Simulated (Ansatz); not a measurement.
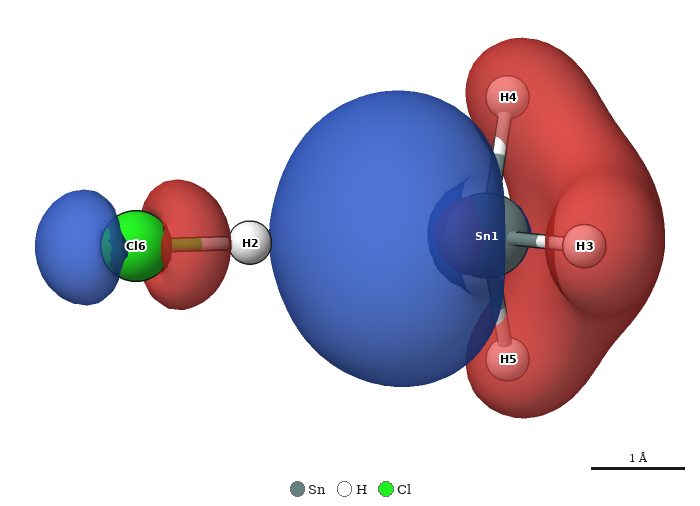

H₃Sn···HCl (doublet). The HOMO (α) at ±0.1 Å⁻³ᐟ² (red and blue are the two phases), seen at a tilt.

Core potentials replace the inner electrons of Sn.

These are results of UKS PBE0-D4/def2-SVP in Ansatz 0.2.0, not measurements.

```yaml
atoms:
  - { symbol: Sn, position_ang: [0.0004, 0.0000, -0.2030] }
  - { symbol: H, position_ang: [-0.0006, 0.0000, 2.5053] }
  - { symbol: H, position_ang: [1.6341, 0.0000, -0.7321] }
  - { symbol: H, position_ang: [-0.8163, 1.4147, -0.7326] }
  - { symbol: H, position_ang: [-0.8163, -1.4147, -0.7326] }
  - { symbol: Cl, position_ang: [0.0005, 0.0000, 3.8068] }
```

Q: Describe this orbital and give its energy.

A: By Hirshfeld shares it lies mainly on Sn1 (about 70 %), Cl6 (about 5 %) and H2 (about 5 %). Its energy is −6.55 eV.
